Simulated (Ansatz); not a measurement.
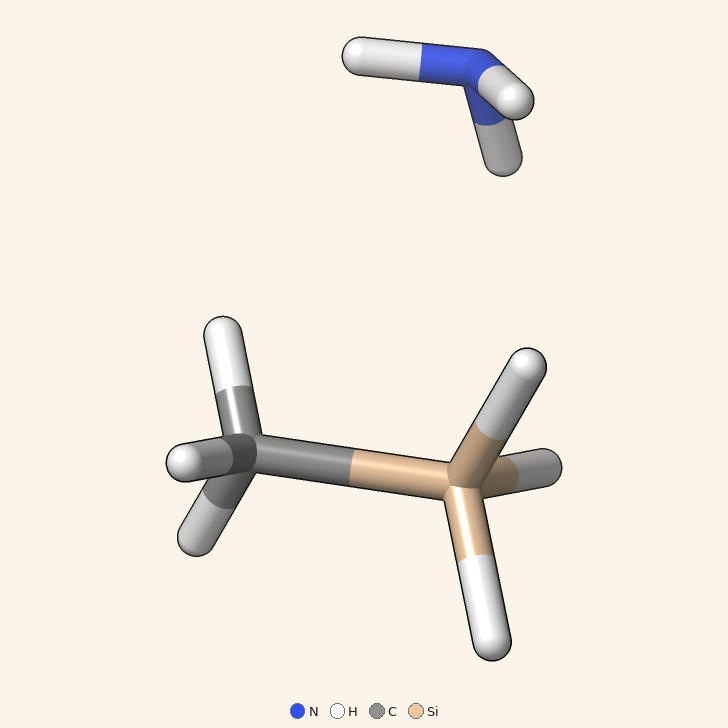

The geometry was computed by an optimisation with PBE0-D4/def2-TZVP. No frequency run is at hand to confirm it as a minimum. Properties computed with RKS PBE0-D4/def2-TZVPPD (Ansatz 0.2.0).

Estimate the dispersion correction.

Answer. −12.7 kJ/mol.

Estimate the LUMO energy (Kohn–Sham orbital).

Answer. −0.12 eV.

What is the HOMO energy (Kohn–Sham orbital)?

Answer. −7.69 eV.
